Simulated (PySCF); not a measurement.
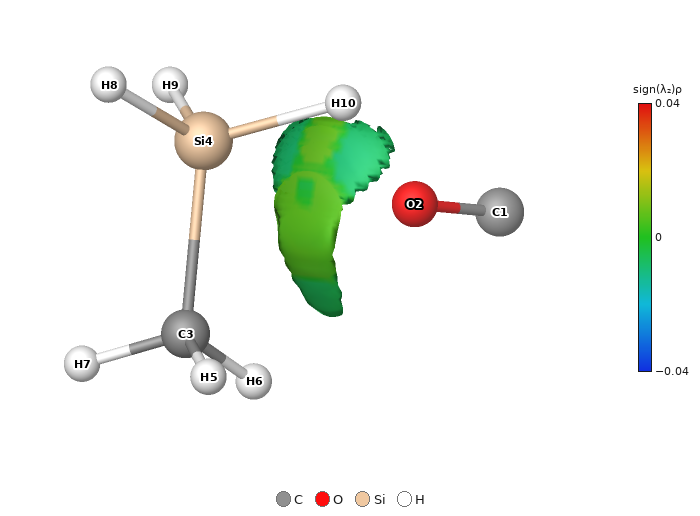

Figure 1: C$_{2}$H$_{6}$OSi, SMILES `[C-]#[O+].C[SiH3]`. Non-covalent interaction surfaces between the fragments (reduced density gradient s = 0.5, coloured by sign(λ₂)ρ in a.u.; trimmed to the region between the fragments where ρ is under 0.06 a.u.). Fragment A: CO (atoms 1–2); fragment B: SiH6C.

Method: HF/def2-SVPD; geometry: GFN2-xTB; program: PySCF.

Cartesian coordinates (Å):

```
C1      -2.9024   -0.0732   -0.0220
O2      -1.7805    0.0109    0.0227
C3       1.3001   -1.2349   -0.0013
Si4      1.1716    0.6571   -0.0021
H5       1.8242   -1.5896   -0.8846
H6       0.3244   -1.7118    0.0131
H7       1.8488   -1.5871    0.8680
H8       2.5237    1.2227   -0.0207
H9       0.4826    1.1157    1.2071
H10      0.4519    1.1115   -1.1953
```

### Which interactions hold the two fragments together?

Bond critical points between the fragments: O2···H10, 2.77 Å, ρ = 0.008 a.u., a bond path close to vanishing (ellipticity 2.7); O2···H9, 2.78 Å, ρ = 0.008 a.u., a bond path close to vanishing (ellipticity 6.7). All are weak and appear green (van der Waals range). Several contacts close a ring, whose ring point adds a part with positive λ₂ between them. The pose is a local one from a semi-empirical search, not shown to be the most stable.

### How strongly are they bound?

The counterpoise-corrected interaction energy of the frozen fragments is +2.5 kcal/mol without dispersion correction and −0.2 kcal/mol with D3(BJ). The pair geometry is semi-empirical, not a minimum at this level.
